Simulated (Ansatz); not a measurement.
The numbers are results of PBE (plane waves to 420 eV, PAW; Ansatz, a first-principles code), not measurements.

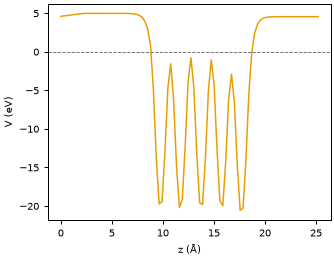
*Plane-averaged electrostatic potential energy along the normal, in eV from the Fermi level, for Si on the 1x1 (0001) surface of hcp Co, ferromagnetic, one in a 1x1 cell, started at the site 'hollow Co-Co-Co over Co at depth 2.0 Å'*

Slab: 5 atoms, 6.0 Å thick at the start under the adsorbate (thin: gaps and levels are the slab's own); k 14x14x1, smearing 0.1 eV, dipole-corrected; 2 atoms held, the rest relaxed; start symmetry kept, larger cells not searched; spin-polarised, no spin-orbit, no U, no dispersion correction. At the end it is bonded to 3 Co. In PBE it is, or lies within 0.03 eV of, the lowest of the starts that converged.

The vacuum level lies 4.55 eV above the Fermi level over the top face and 4.98 eV above it under the bottom face.
